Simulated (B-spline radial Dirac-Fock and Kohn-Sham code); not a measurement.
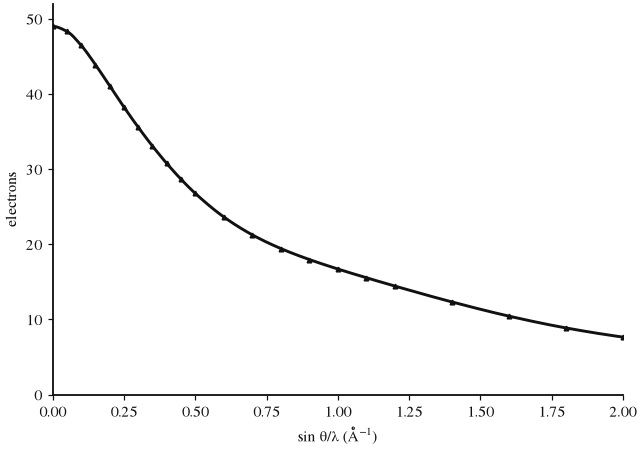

The X-ray form factor f against sin θ/λ. Species: the ion Sb²⁺ ([Kr] 4d10 5s2 5p1). Level of theory: the spherical Dirac–Fock density (average of configuration); calculated with a B-spline radial atomic code.

**Where has f fallen to half its forward value?**

Near sin θ/λ = 0.57 Å⁻¹.

**How many electrons does the species have?**

49, the value of f at zero angle.
